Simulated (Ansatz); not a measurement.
## TlSbS3 (model cell, started as cubic perovskite with Sb in the octahedra): a soft mode frozen in

Aim: this structure of TlSbS3 (model cell, started as cubic perovskite with Sb in the octahedra) is to be tested for unstable modes, and one is followed downhill.

Main program and level: Ansatz 0.2.0; DFT LDA, scalar-relativistic, plane waves, PAW; PAW set soft_1.

The structure was built from a prototype and need not be the compound's stable phase.

### Step 1. Set-up

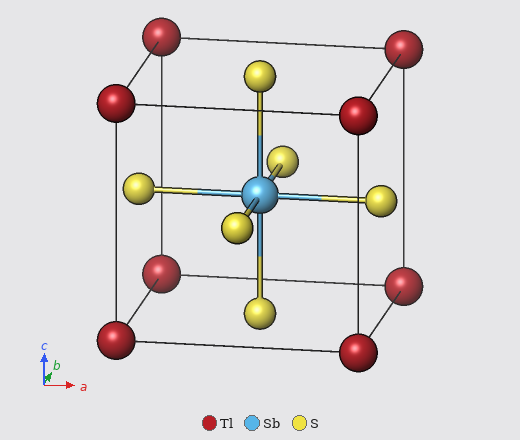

Start, viewed slightly off an axis; thallium red, antimony blue, sulfur yellow. Some periodic images of atoms are drawn too.

### Step 2. Phonons on a q mesh

The cell comes from relaxations at this level that are not shown. Stability and thermal properties need the whole zone. Linear response on a 2×2×2 q mesh gives force constants as far as a supercell of that size would.

input.yaml

```yaml
crystal:
  lattice:
    - [4.9559718062, 0.0, 0.0]
    - [0.0, 4.9559718062, 0.0]
    - [0.0, 0.0, 4.9559718062]
  atoms:
    - { symbol: Tl, position: [0.0, 0.0, 0.0] }
    - { symbol: Sb, position: [0.5, 0.5, 0.5] }
    - { symbol: S, position: [0.5, 0.5, 0.0] }
    - { symbol: S, position: [0.5, 0.0, 0.5] }
    - { symbol: S, position: [0.0, 0.5, 0.5] }
kpoints:
  mp_grid: { grid: [8, 8, 8] }
hamiltonian:
  xc: lda
  pseudopotentials: { kind: paw, azcp: { folder: soft_1 }, xc_functional: pbe }
scf:
  occupations: { method: methfessel_paxton, width: 0.2 }
output:
  eigenvalues: true
phonons:
  method: dfpt
  qmesh: [2, 2, 2]
  temperatures: { t_max: 1000, t_step: 50 }
  qpath:
    path:
      - [[0.0, 0.0, 0.0], [0.0, 0.5, 0.0], [0.5, 0.5, 0.0], [0.0, 0.0, 0.0], [0.5, 0.5, 0.5], [0.0, 0.5, 0.0]]
      - [[0.5, 0.5, 0.5], [0.5, 0.5, 0.0]]
    npoints: 10
```

On the command line:

```
$ ansatz run input.yaml --threads 4 --pin off --max-ram 16384MiB --backend cpu --events-out ev --progress --plain --runs-dir out
```

Numbers of over 12 decimals in the logs are rounded to 6 here.

The log of the run:

```text
Engine: ansatz 0.2.0, aarch64-unknown-linux-gnu
Pseudopotentials: kind: paw
Pseudopotential: Tl, paw, valence charge 13, recommended cutoff 420 eV (normal), soft_1/Tl.paw.azcp
Pseudopotential: Sb, paw, valence charge 15, recommended cutoff 420 eV (normal), soft_1/Sb.paw.azcp
Pseudopotential: S, paw, valence charge 6, recommended cutoff 420 eV (normal), soft_1/S.paw.azcp
Functional definition: SPW92
  exchange = slater_x
  correlation = pw_c
Crystal: 5 atoms, lattice volume = 121.727 Å³
Basis set: ecut = 420 eV, 2373 PW (Γ), exchange–correlation on 72×72×72 points (8 copies of the dense FFT grid, shifted against one another)
Bands: 28, of which v1, the nominal top of the filled ones, is band 23 counted from 1 (22 counted from 0)
Symmetry: 48 space group operations
k-points: 35 of 512
Non-local potential: Tl, projectors of the file, l = 0: 2, l = 1: 2, l = 2: 2, l = 3: 1
Non-local potential: Sb, projectors of the file, l = 0: 2, l = 1: 2, l = 2: 2, l = 3: 1
Non-local potential: S, projectors of the file, l = 0: 2, l = 1: 2, l = 2: 1
PAW form: soft (Blöchl's): semilocal exchange-correlation on the pseudo side does not see the compensation charge
PAW frozen core: Tl, regenerated for the run's functional, and the local potential with it (the file was generated under x = pbe(κ = 0.804, μ = 0.219515), c = pbe(β = 0.066725))
PAW frozen core: Sb, regenerated for the run's functional, and the local potential with it (the file was generated under x = pbe(κ = 0.804, μ = 0.219515), c = pbe(β = 0.066725))
PAW frozen core: S, regenerated for the run's functional, and the local potential with it (the file was generated under x = pbe(κ = 0.804, μ = 0.219515), c = pbe(β = 0.066725))
PAW one-centre angular grid: Tl, 590 points (default); XC on 64 Gauss nodes
PAW one-centre angular grid: Sb, 590 points (default); XC on 64 Gauss nodes
PAW one-centre angular grid: S, 110 points (default); XC on 64 Gauss nodes
Initial density: superposition of atomic densities (chi_scale 0.1, normalization cell, long waves kept (reshape's long-wave potential 0.03 eV rms))
Initial wavefunctions: pseudopotential atomic-orbital guess
Functional: x = slater, c = lda
SCF iter   1: F=—  HF=-20092.978312 eV  |F-HF|=—  |Δ(HF+E_count)|=         —  Δρ=2.88e-2  dr2=2.43e0  ethr=3.10e-3  ⟨swp⟩=7.7  Hψ=4924  notcnv=0
preconditioner: auto → Kerker (q_TF=auto, 2.320 Å⁻¹)  [metal: Δε(μ)=0.037 eV  Ē_g=10.342 eV  σ=0.200 eV  W_gap=0.15  n_scr=26 (ndim 8)  ℏωp=20.2 eV  f_vac=0.000  D(μ)=3.65/eV (n_scr^D=26)]
SCF iter   2: F=—  HF=-20092.430886 eV  |F-HF|=—  |Δ(HF+E_count)|=   5.47e-1  S|Δr|=    0.00e0  Δρ=1.61e-2  dr2=9.35e-1  ethr=3.10e-3  ⟨swp⟩=2.8  Hψ=1625  notcnv=0  defer=10
SCF iter   3: F=—  HF=-20092.130551 eV  |F-HF|=—  |Δ(HF+E_count)|=   3.00e-1  S|Δr|=    0.00e0  Δρ=3.92e-3  dr2=7.89e-2  ethr=2.03e-3  ⟨swp⟩=2.8  Hψ=1777  notcnv=0  defer=10
SCF iter   4: F=—  HF=-20092.100450 eV  |F-HF|=—  |Δ(HF+E_count)|=   3.01e-2  S|Δr|=    0.00e0  Δρ=1.44e-3  dr2=7.16e-3  ethr=1.71e-4  ⟨swp⟩=2.6  Hψ=1712  notcnv=0  defer=7
SCF iter   5: F=—  HF=-20092.098145 eV  |F-HF|=—  |Δ(HF+E_count)|=   2.30e-3  S|Δr|=    0.00e0  Δρ=5.19e-4  dr2=4.88e-4  ethr=1.56e-5  ⟨swp⟩=2.9  Hψ=1925  notcnv=0  defer=5
SCF iter   6: F=—  HF=-20092.097986 eV  |F-HF|=—  |Δ(HF+E_count)|=   1.59e-4  S|Δr|=    0.00e0  Δρ=1.28e-4  dr2=2.71e-5  ethr=1.06e-6  ⟨swp⟩=2.0  Hψ=1675  notcnv=0  defer=5
SCF iter   7: F=—  HF=-20092.097995 eV  |F-HF|=—  |Δ(HF+E_count)|=   9.11e-6  S|Δr|=    0.00e0  Δρ=2.34e-5  dr2=5.91e-7  ethr=5.90e-8  ⟨swp⟩=2.4  Hψ=1581  notcnv=0  defer=5
SCF iter   8: F=—  HF=-20092.097987 eV  |F-HF|=—  |Δ(HF+E_count)|=   8.53e-6  S|Δr|=    0.00e0  Δρ=5.95e-6  dr2=5.04e-8  ethr=1.28e-9  ⟨swp⟩=2.3  Hψ=1658  notcnv=0  defer=5
SCF iter   9: F=—  HF=-20092.097987 eV  |F-HF|=—  |Δ(HF+E_count)|=   1.77e-8  S|Δr|=    0.00e0  Δρ=1.54e-6  dr2=5.08e-9  ethr=1.10e-10  ⟨swp⟩=2.4  Hψ=1817  notcnv=0  defer=5
SCF iter  10: F=—  HF=-20092.097987 eV  |F-HF|=—  |Δ(HF+E_count)|=   1.11e-9  S|Δr|=    0.00e0  Δρ=4.84e-7  dr2=4.49e-10  ethr=1.10e-11  ⟨swp⟩=2.3  Hψ=1382  notcnv=0  defer=5
SCF iter  11: F=-20092.097987 eV  HF=-20092.097987 eV  |F-HF|=0.00e0  |Δ(HF+E_count)|=  6.55e-11  S|Δr|=    0.00e0  Δρ=7.72e-8  dr2=7.64e-12  ethr=1.00e-12  ⟨swp⟩=7.3  Hψ=6339  notcnv=0
SCF 1 converged in 11 iterations: F = -20092.097987 eV  dr2 = 7.64e-12
  greatest PAW one-centre occupation: 0.997 electrons in one spin orbital (limit 2), on the Sb atom at site 1 (counted from 0), in its partial waves of l = 2
Initial density: read from a saved state, or passed on in memory by an earlier SCF of this step, an earlier step, the calling program or the single point that the run made first
iter 1 solved again at ethr=2.88e-7 eV; its pass at ethr=3.10e-3 eV (dr2=1.32e-4 eV) is discarded
SCF iter   1: F=—  HF=-20092.097986 eV  |F-HF|=—  |Δ(HF+E_count)|=         —  Δρ=7.91e-7  dr2=7.06e-10  ethr=2.88e-7  ⟨swp⟩=3.8  Hψ=8345  notcnv=0
eigensolver tolerance schedule: the retry pair's looser diagonalisation over-reported the residual by 187358.48 of it (diagonalisation noise at an unbounded share of the residual, at the tolerance the schedule requests for it); recorded, not acted on — ethr = c·dr2/N_el stays at c = 1.0e-1
preconditioner: auto → Kerker (q_TF=auto, 2.320 Å⁻¹)  [metal: Δε(μ)=0.007 eV  Ē_g=9.898 eV  σ=0.200 eV  W_gap=0.03  n_scr=26 (ndim 8)  ℏωp=20.2 eV  f_vac=0.001  D(μ)=3.96/eV (n_scr^D=26)]
SCF iter   2: F=—  HF=-20092.097987 eV  |F-HF|=—  |Δ(HF+E_count)|=   1.22e-6  S|Δr|=    0.00e0  Δρ=4.14e-7  dr2=2.00e-10  ethr=1.54e-12  ⟨swp⟩=4.8  Hψ=3311  notcnv=0
SCF iter   3: F=—  HF=-20092.097987 eV  |F-HF|=—  |Δ(HF+E_count)|=  4.73e-11  S|Δr|=    0.00e0  Δρ=2.73e-7  dr2=8.10e-11  ethr=1.00e-12  ⟨swp⟩=1.0  Hψ=980  notcnv=0
SCF iter   4: F=—  HF=-20092.097987 eV  |F-HF|=—  |Δ(HF+E_count)|=  2.55e-11  S|Δr|=    0.00e0  Δρ=1.17e-7  dr2=1.41e-11  ethr=1.00e-12  ⟨swp⟩=1.0  Hψ=980  notcnv=0
SCF iter   5: F=-20092.097987 eV  HF=-20092.097987 eV  |F-HF|=0.00e0  |Δ(HF+E_count)|=  3.64e-12  S|Δr|=    0.00e0  Δρ=2.68e-8  dr2=7.46e-13  ethr=1.00e-12  ⟨swp⟩=4.7  Hψ=2993  notcnv=0
SCF 2 converged in 5 iterations: F = -20092.097987 eV  dr2 = 7.46e-13
phonons: the bands overlap, so this run is a metal and interpolates without the dipole-dipole term. If the crystal is really an insulator or semiconductor, its LO-TO splitting is missing
NSCF: frozen V_eff on 35 k-points
NSCF: frozen V_eff on 125 k-points
DFPT response loops at q = (0, 0, 0) (fractional): preconditioner auto → Kerker (q_TF=auto, 2.320 Å⁻¹) (partly filled bands, converged f_vac=0.001); β = 1.00, the filter's whole step (`scf.mixing.beta` (0.50) is not read by the response loops under this deck's `scf.mixing.preconditioner`; to damp them name `kerker` or `kerker_dos`, under which they read `scf.mixing.beta`, and type it under 1.00, their step now; both keys bind the ground state too); Broyden in place of MSR1
NSCF: frozen V_eff on 250 k-points
DFPT response loops at q = (0, 0, -0.5) (fractional): mixed as the last ones told, above
NSCF: frozen V_eff on 250 k-points
DFPT response loops at q = (0, -0.5, -0.5) (fractional): mixed as the last ones told, above
NSCF: frozen V_eff on 250 k-points
DFPT response loops at q = (-0.5, -0.5, -0.5) (fractional): mixed as the last ones told, above
SCF converged after 11 iterations
Stability not checked: this state was not tested for a lower state beside it, because cold or Methfessel-Paxton smearing, or corrected tetrahedra, fill the levels in a way that the test cannot read (fill_not_monotonic; see scf.lower_state_search)
Free energy (F): -20092.097987 eV
Harris-Foulkes:  -20092.097987 eV  (|F-HF|=0.00e0)
Internal energy: -20092.093256 eV  (E = F + TS)
E sigma→0 (E₀):  -20092.096804 eV
Entropy (-TS):   -0.004731 eV (-0.946 meV/atom)
Fermi energy:    6.687343 eV
--- Per-component energies (eV) ---
  E_band       = -226.568949
  E_kinetic    = 746.985960
  E_local      = -3147.226334  (includes V_loc(G=0)·N_el)
  E_nonlocal   = 822.224643
  E_hartree    = 1223.362398
  E_xc         = -546.733527
  E_vxc        = -462.777669  (∫ρ·V_xc dr)
  E_paw        = -16013.929507  (= ΣΔE_a)
  E_vpaw       = -632.500498  (= ΣTr[D̂ρ^β])
  E_aug_tail   = 0.000087  (compensation charges beyond the density's cutoff)
  E_ewald      = -3177.653938
  E_core_change = 0.876963  (= ΣΔE_core)
  E_smearing   = -0.004731  (= −TS)
  E_closure    = -0.000000  (closes the sum)
  Σ components = -20092.097987   (vs F -20092.097987, Δ=0.00e0)
--- Band table (eV; the first three rows and the last of 35) ---
  k-point 0: bands = [... 19 lower, 5.5270, 5.5270, 5.7507, 5.7507, 5.7507, 12.0726, 12.0726, 12.0726, ... 1 higher]
  k-point 1: bands = [... 19 lower, 5.4581, 5.7021, 5.7231, 5.7231, 5.8236, 11.6316, 11.8935, 11.8935, ... 1 higher]
  k-point 2: bands = [... 19 lower, 5.2071, 5.5905, 5.7564, 5.7564, 6.4594, 10.5057, 11.6096, 11.6096, ... 1 higher]
  k-point 34: bands = [... 19 lower, 5.0853, 6.9721, 6.9721, 6.9721, 7.9831, 7.9831, 7.9831, 10.6616, ... 1 higher]
--- Phonons (Γ-DFPT): 4 representative perturbations + reference (Σ response iterations 12) ---
  ASR residual: 2.884e-5 → 0.000e0 eV/Å²; symmetrization residual: 1.973e-5 eV/Å²
  ASR residual per site (eV/Å²): 2.31e-5 2.82e-5 2.88e-5 2.88e-5 2.88e-5
  Γ frequencies (cm⁻¹): -122.62 -122.62 -122.62 -98.71 -98.71 -98.71 -21.07 -21.07 -21.07 0.00 0.00 0.00 252.25 252.25 252.25
--- Phonons (arbitrary-q DFPT): 4 irreducible q on the 2×2×2 mesh ---
  q = [0.0000, 0.0000, 0.0000] (star 1, of the zone-centre solve; hermiticity 6.30e-6, symmetrization 8.67e-12): -122.62 -122.62 -122.62 -98.71 -98.71 -98.71 -21.07 -21.07 -21.07 -0.00 0.00 0.00 252.25 252.25 252.25
  q = [0.0000, 0.0000, -0.5000] (star 3, 9 solved perturbations in 975 linear systems a pass and spin channel, the states on 125 of 512 k-point pairs; hermiticity 1.40e-6, symmetrization 1.01e-11): -126.49 -123.49 -115.21 -115.21 -103.51 -103.51 -16.23 -16.23 9.04 36.37 36.37 162.24 272.69 272.69 285.40
  q = [0.0000, -0.5000, -0.5000] (star 3, 9 solved perturbations in 975 linear systems a pass and spin channel, the states on 125 of 512 k-point pairs; hermiticity 2.06e-6, symmetrization 3.17e-13): -143.15 -143.15 -111.63 -99.20 -99.20 -94.09 -16.57 9.18 9.18 42.80 168.19 168.19 273.24 290.53 313.67
  q = [-0.5000, -0.5000, -0.5000] (star 1, 4 solved perturbations in 350 linear systems a pass and spin channel, the states on 125 of 512 k-point pairs; hermiticity 1.60e-7, symmetrization 9.67e-12): -141.05 -141.05 -141.05 -102.35 -102.35 -102.35 -7.47 -7.47 -7.47 174.06 174.06 174.06 269.38 269.38 352.38
  sum rule: each row above includes the acoustic sum rule's correction from the zone centre's row sums; it moved no ω² by more than (0.49 cm⁻¹)²
  mesh force constants: q→R imaginary residual 3.67e-18; ASR residual 2.884e-5 → 0.000e0 eV/Å²; symmetrization residual 1.599e-14 eV/Å²
  interpolated dispersion: 62 rows × 15 modes
  density of states and harmonic sums: on the 14×14×14 q-mesh, interpolated from the force constants of a 2×2×2 supercell (no non-analytic term)
  largest difference from the sums on the solved wave vectors: F 5.02e-2 eV, S 7.34e-5 and C_V 2.32e-5 eV/K
  zero-point energy: 0.073641 eV/cell   skipped modes (ω ≤ 0): 967, of them read as no rigid motion or as one in doubt: 964 (7.979e0 modes/cell left out, lowest -143.15 cm⁻¹)   left out of the sums: 5.32e-1 of the cell's modes: C_V's classical limit lies that fraction below 3 k_B per atom; for a crystal, a wire or a layer, F and S can be off by more, and a phonons.interpolated_qmesh denser along its periods is the remedy for the sampling
```

Run time: 4.2 min. Hardware: 4 threads of Arm Neoverse V1, shared host; peak memory 1.3 GiB.

This step gave:

```
volume per atom                                         : 24.35 Å³
gap on the k-mesh                                       : 0 eV
sum-rule residual before enforcement                    : 2.88e-5 eV/Å²
lowest frequency on the path                            : -143.2 cm⁻¹
point group                                             : m-3m
highest frequency on the path or at a solved wavevector : 352.4 cm⁻¹
highest optical mode at the zone centre (no LO-TO term) : 252.2 cm⁻¹
lowest optical zone-centre mode                         : -122.6 cm⁻¹
lowest mode on the q mesh (acoustic modes at Γ apart)   : -143.2 cm⁻¹
```

Frequencies (cm⁻¹) solved at each irreducible wavevector; negative means imaginary. Frequencies by wavevector, by row:

| q in reciprocal lattice units | star | mode 1 | mode 2 | mode 3 | mode 4 | mode 13 | mode 14 | mode 15 |
| --- | --- | --- | --- | --- | --- | --- | --- | --- |
| 0 0 0 | 1 | -122.6 | -122.6 | -122.6 | -98.7 | 252.2 | 252.2 | 252.2 |
| 0 0 -0.5 | 3 | -126.5 | -123.5 | -115.2 | -115.2 | 272.7 | 272.7 | 285.4 |
| 0 -0.5 -0.5 | 3 | -143.2 | -143.2 | -111.6 | -99.2 | 273.2 | 290.5 | 313.7 |
| -0.5 -0.5 -0.5 | 1 | -141.1 | -141.1 | -141.1 | -102.3 | 269.4 | 269.4 | 352.4 |

Interpolated from a 2×2×2 q mesh. The phonon branches at the labelled points (cm⁻¹):

| point | branch 1 | branch 2 | branch 3 | branch 4 | branch 12 | branch 13 | branch 14 | branch 15 |
| --- | --- | --- | --- | --- | --- | --- | --- | --- |
| Γ | -123 | -123 | -123 | -99 | 0 | 252 | 252 | 252 |
| X | -126 | -124 | -115 | -115 | 162 | 273 | 273 | 285 |
| M | -143 | -143 | -112 | -99 | 168 | 273 | 290 | 314 |
| Γ | -123 | -123 | -123 | -99 | 0 | 252 | 252 | 252 |
| R | -141 | -141 | -141 | -102 | 174 | 269 | 269 | 352 |
| X | -126 | -124 | -115 | -115 | 162 | 273 | 273 | 285 |
| jump to R | -141 | -141 | -141 | -102 | 174 | 269 | 269 | 352 |
| M | -143 | -143 | -112 | -99 | 168 | 273 | 290 | 314 |

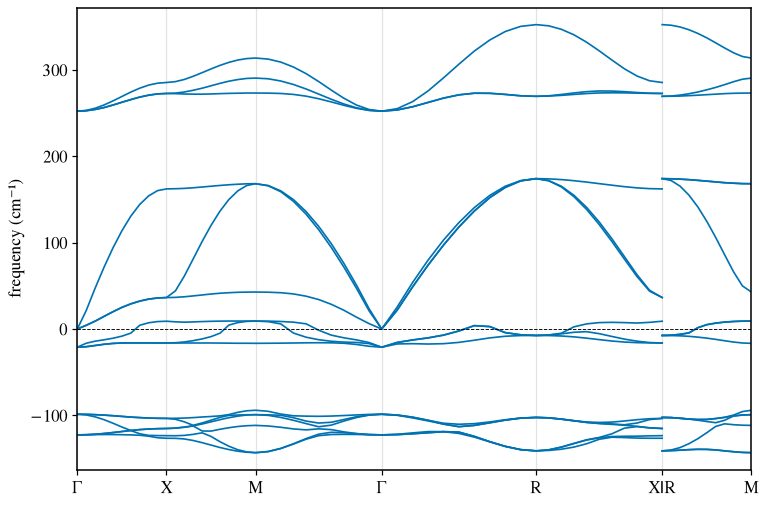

Phonon branches along the path.

Symmetry leaves 4 wavevectors to solve. The lowest mode among them, the acoustic zeros apart, lies at q = (0, -0.5, -0.5) and is imaginary, 143.2i cm⁻¹, so the energy falls along it.

### Step 3. The mode frozen in, largest atomic shift 0 Å

The mode followed lies at q = (0, -0.5, -0.5) with frequency 143.2i cm⁻¹ and is 2-fold degenerate, the softest among the wavevectors solved. At small amplitude the distorted cell has space group no. 65 by a symmetry search on the positions. The undistorted cell that holds it gives the zero of energy on the same k mesh.

System of this step: TlSbS3 (model cell, started as cubic perovskite with Sb in the octahedra). It takes space group Pm-3m (No. 221, cubic). The conventional cell has a = 4.956 Å, b = 4.956 Å, c = 4.956 Å, α = 90.00°, β = 90.00°, γ = 90.00°. Nearest to Tl lie 12 S at 3.50 Å. Nearest to Sb lie 6 S at 2.48 Å. S has 2 Sb at 2.48 Å nearest. Nearest to S lie 2 Sb at 2.48 Å. Farther neighbours and most contacts between anions are not listed.

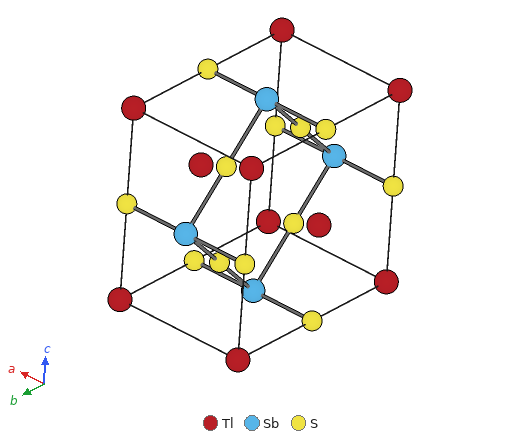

The cell of this step (thallium red, antimony blue, sulfur yellow). Some periodic images of atoms are drawn too.

input.yaml

```yaml
crystal:
  lattice:
    - [-4.9559718062, 0.0, 0.0]
    - [0.0, -4.9559718062, -4.9559718062]
    - [0.0, -4.9559718062, 4.9559718062]
  atoms:
    - { symbol: Tl, position: [0.0, 0.5, 0.5] }
    - { symbol: Tl, position: [0.0, 0.0, 0.0] }
    - { symbol: Sb, position: [0.5, 0.0, 0.5] }
    - { symbol: Sb, position: [0.5, 0.5, 0.0] }
    - { symbol: S, position: [0.5, 0.25, 0.25] }
    - { symbol: S, position: [0.5, 0.75, 0.75] }
    - { symbol: S, position: [0.5, 0.25, 0.75] }
    - { symbol: S, position: [0.5, 0.75, 0.25] }
    - { symbol: S, position: [1.0, 0.0, 0.5] }
    - { symbol: S, position: [1.0, 0.5, 0.0] }
kpoints:
  mp_grid: { grid: [8, 6, 6] }
hamiltonian:
  xc: lda
  pseudopotentials: { kind: paw, azcp: { folder: soft_1 }, xc_functional: pbe }
scf:
  occupations: { method: methfessel_paxton, width: 0.2 }
output:
  forces: true
  stress: true
  eigenvalues: true
```

The log of the run:

```text
[...]
Crystal: 10 atoms, lattice volume = 243.454 Å³
Basis set: ecut = 420 eV, 4781 PW (Γ)
Bands: 56, of which v1, the nominal top of the filled ones, is band 46 counted from 1 (45 counted from 0)
Symmetry: 32 space group operations
[...]
k-points: 50 of 288
[...]
k-point 0: bands = [... 42 lower, 5.5266, 5.7496, 5.7506, 5.7506, 6.9835, 8.5274, 8.5274, 8.7954, ... 6 higher]
  k-point 1: bands = [... 42 lower, 5.5720, 5.7018, 5.7826, 5.8174, 6.8257, 7.4378, 9.0437, 10.0239, ... 6 higher]
  k-point 2: bands = [... 42 lower, 5.4439, 5.5786, 5.9315, 6.3185, 6.5192, 6.8071, 10.0956, 10.4766, ... 6 higher]
  k-point 49: bands = [... 42 lower, 5.3724, 5.3724, 6.9816, 6.9816, 8.5267, 8.5267, 8.5276, 8.5276, ... 6 higher]
[key lines of the parts left out:]
SCF converged after 9 iterations
Free energy (F): -40184.201579 eV
Fermi energy:    6.676651 eV
P = ⅓ Tr σ = -0.0428 GPa (-0.428 kbar)
```

Run time: 14 s. Hardware: 4 threads; peak memory 0.88 GiB; 55 s of CPU time.

This step gave:

```yaml
pressure: -0.04279 GPa
energy_from_the_undistorted_cell: 0 meV/atom
```

The run ends at a pressure of -0.04 GPa.

### Step 4. The mode frozen in, largest atomic shift 0.6 Å

The atoms are moved along the unstable eigenvector, the largest shift by 0.6 Å, with the cell fixed.

input.yaml, the sections that differ from step 3:

```yaml
crystal:
  lattice:
    - [-4.9559718062, 0.0, 0.0]
    - [0.0, -4.9559718062, -4.9559718062]
    - [0.0, -4.9559718062, 4.9559718062]
  atoms:
    - { symbol: Tl, position: [0.0, 0.5020390324, 0.4979609676] }
    - { symbol: Tl, position: [0.0, -0.0020390324, 0.0020390324] }
    - { symbol: Sb, position: [0.5, 0.0070480477, 0.5070480477] }
    - { symbol: Sb, position: [0.5, 0.4929519523, -0.0070480477] }
    - { symbol: S, position: [0.5, 0.25, 0.25] }
    - { symbol: S, position: [0.5, 0.75, 0.75] }
    - { symbol: S, position: [0.5, 0.25, 0.75] }
    - { symbol: S, position: [0.5, 0.75, 0.25] }
    - { symbol: S, position: [1.0, -0.060533032, 0.439466968] }
    - { symbol: S, position: [1.0, 0.560533032, 0.060533032] }
# kpoints, hamiltonian, scf, output: as in step 3
```

The log of the run:

```text
[...]
Crystal: 10 atoms, lattice volume = 243.454 Å³
Basis set: ecut = 420 eV, 4781 PW (Γ)
Bands: 56, of which v1, the nominal top of the filled ones, is band 46 counted from 1 (45 counted from 0)
Symmetry: 8 space group operations
[...]
k-points: 65 of 288
[...]
k-point 0: bands = [... 42 lower, 5.6899, 5.7858, 5.9985, 6.0577, 6.9908, 8.2268, 8.5761, 9.2102, ... 6 higher]
  k-point 1: bands = [... 42 lower, 5.6810, 5.8109, 5.9384, 6.0413, 6.8241, 7.6114, 8.9786, 10.0272, ... 6 higher]
  k-point 2: bands = [... 42 lower, 5.6553, 5.7996, 5.9969, 6.2118, 6.5194, 7.0776, 10.0949, 10.2902, ... 6 higher]
  k-point 64: bands = [... 42 lower, 5.6252, 5.7162, 6.4768, 6.5646, 7.9451, 8.0874, 8.7382, 9.0119, ... 6 higher]
[key lines of the parts left out:]
SCF converged after 10 iterations
Free energy (F): -40184.605892 eV
Fermi energy:    6.659378 eV
P = ⅓ Tr σ = -0.0697 GPa (-0.697 kbar)
```

Elapsed: 16 s, on 4 threads; peak memory 0.97 GiB.

Numbers from this step:

```
pressure                         : -0.06974 GPa
energy from the undistorted cell : -40.61 meV/atom
```

The energy, extrapolated to zero smearing, is -40.61 meV/atom against the undistorted cell.

The run ends at a pressure of -0.07 GPa, with forces up to 0.51 eV/Å.

(Continued in part 2 of 3.)

[Logs are printed without paths, hosts, clocks, repeated set-up lines and the standing remarks that a program may print on its own settings, such as how far it seeks lower states.]

[Hosts, paths, dates, database ids (printed as entryN), source tags and the programs' standing remarks are cut or masked in the printed files.]
